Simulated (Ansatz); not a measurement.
```xyz
9

F    -0.609    0.455   -1.742
C    -0.737    0.845   -0.422
O    -0.735   -0.261    0.427
C     0.518   -0.851    0.592
F     1.328   -0.075    1.399
H    -1.718    1.346   -0.286
H     0.104    1.536   -0.187
H     0.344   -1.829    1.086
H     1.034   -0.981   -0.387
```

Q: Where will the first 4 clear peaks of this molecule's radial distribution curve from gas electron diffraction lie, and which pairs make them?

A: Peak 1, 1.39 Å: F–C 1.38 Å (×2), O–C 1.39 Å (×2); in its flanks C–H 1.11 Å
Peak 2, 2.29 Å: F···O 2.29 Å (×2), C···C 2.34 Å, not resolved; in its flanks F···H 2.02–2.57 Å
Peak 3, 2.90 Å: F···C 2.90 Å (×2); in its flanks C···H 3.26 Å
Peak 4, 3.73 Å: F···F 3.73 Å, F···H 3.76 Å (×2)

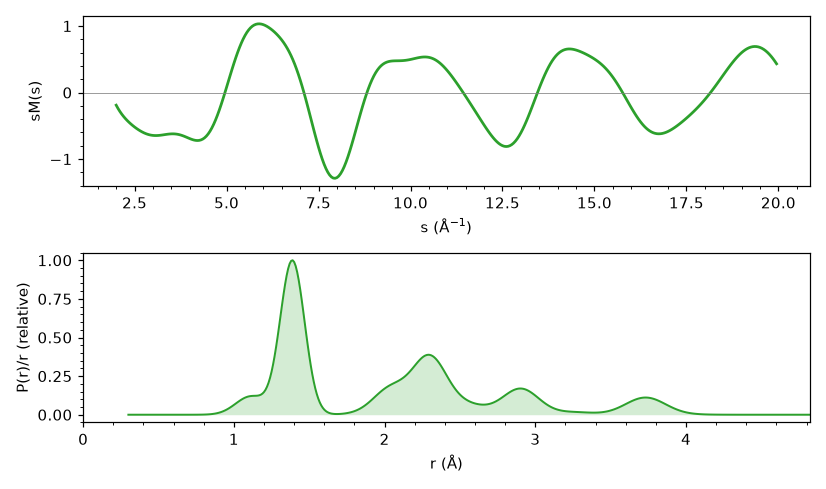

Simulated gas electron diffraction: reduced molecular intensity sM(s) from the Debye equation in the first Born approximation (top) and the radial distribution curve (bottom) of C2H4F2O. Each pair of atoms contributes with weight ZᵢZⱼ/r; damping constant 0.002 Å²; vibrational amplitudes assumed, not computed: 0.05 Å for bonds, 0.078 Å for bonds to H, 0.06 + 0.015 r up to 0.15 Å for other pairs. The geometry is the end point of an optimisation (RKS PBE-D4/def2-SVP in Ansatz 0.2.0); it may be a saddle point or a higher isomer.
